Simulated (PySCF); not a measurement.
# C4H9AlO: what the fields show

Input file:

```
{"job": {"kind": "nmr", "xc": "PBE0", "basis": "pcSseg-1"}, "charge": 0, "multiplicity": 1}
C     -2.147205     0.389271     0.101865
C     -0.966272     0.102876    -0.824658
C     -0.312116    -1.199157    -0.487634
C      0.960985    -1.347702    -0.150732
O      1.852909    -0.330660    -0.080043
Al     2.736695     1.059339    -0.037142
H     -2.622078     1.329211    -0.168889
H     -1.810165     0.456391     1.133546
H     -2.888552    -0.403994     0.032392
H     -0.233175     0.912600    -0.746351
H     -1.323537     0.066081    -1.858332
H     -0.941199    -2.076244    -0.507836
H      1.381377    -2.317703     0.090349
H      4.262878     0.940542    -0.062144
H      2.045041     2.427139     0.038042
```

Run with:

```sh
OMP_NUM_THREADS=1 python probes_run.py task.json out
```

Geometry: GFN2-xTB.

All numbers below come from PBE0/pcSseg-1, SCF density, gas phase, non-relativistic in PySCF.

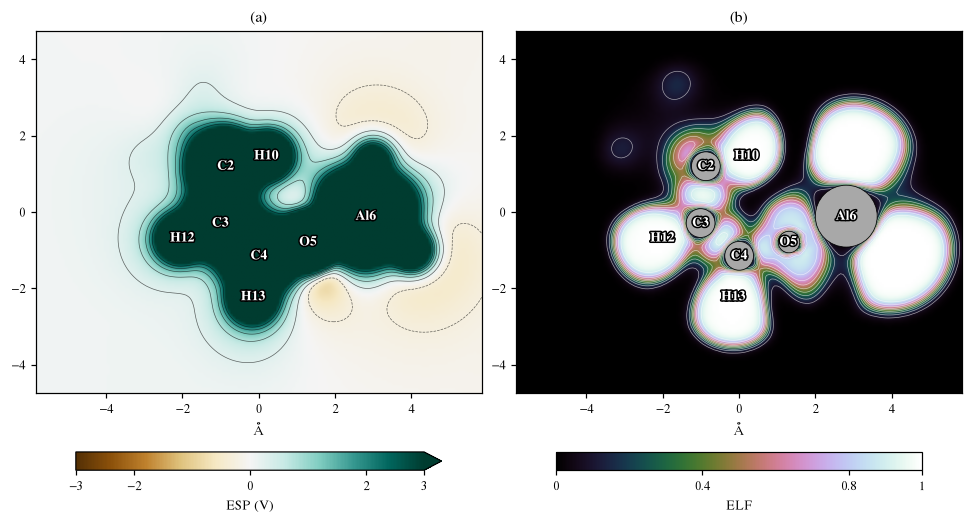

Figure 1. (a) molecular electrostatic potential; (b) ELF on the plane of atoms C2, C3 and H12. Grey discs cover the atomic cores in the ELF map.

Question: What do the fields say about this system?

Answer: The plane passes through C, O, Al and H nuclei.
C–C (1.33 Å): the ELF peaks at about 0.95 between the atoms; a multiple bond.
C–O (1.35 Å): the ELF peaks at about 0.90 between the atoms, as expected for a shared but strongly polarised pair.
Al–O (1.65 Å): the ELF peaks at about 0.80 in the valence shell of O, 0.6 Å from its nucleus, and is about 0.30 at the midpoint.
C–H (1.08 Å): the ELF climbs to about 1 towards the hydrogen, as it does in any bond to H (an ordinary covalent bond to hydrogen).
C–C (1.50 Å): the ELF peaks at about 0.95 between the atoms: localised, covalent bonding.
Outside the dense part of the molecule the potential is most negative (−0.8 V) near O5.

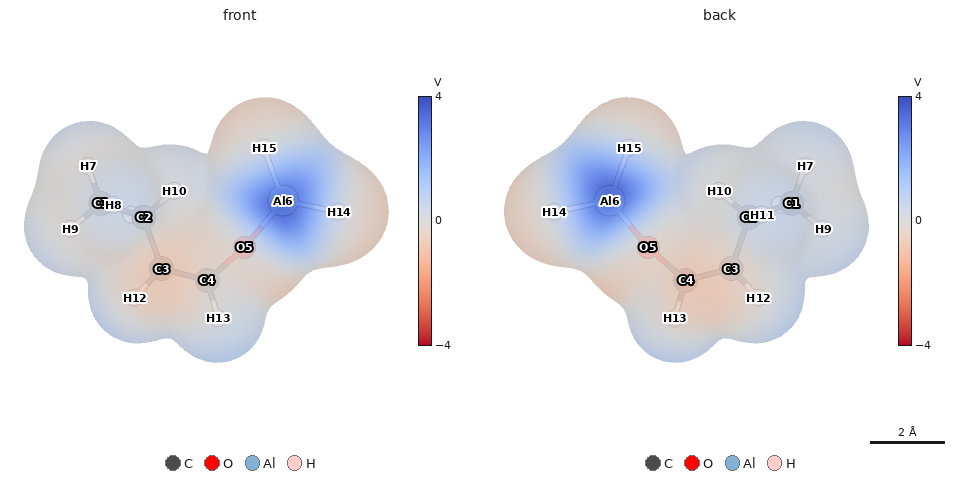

Figure 2. The molecular electrostatic potential painted on the density surface at 0.002 e/bohr³, seen from the front and from behind; red is negative and blue positive.

Question: Where is the surface potential most negative and most positive?

Answer: The most negative region (about −0.7 V, or −16 kcal/mol for a unit charge) lies over the π face of C3 and C4, the most positive (about +3.3 V, or +76 kcal/mol for a unit charge) over Al6.

Question: What dipole moment does the calculation give?

Answer: Its dipole moment is 0.38 D.
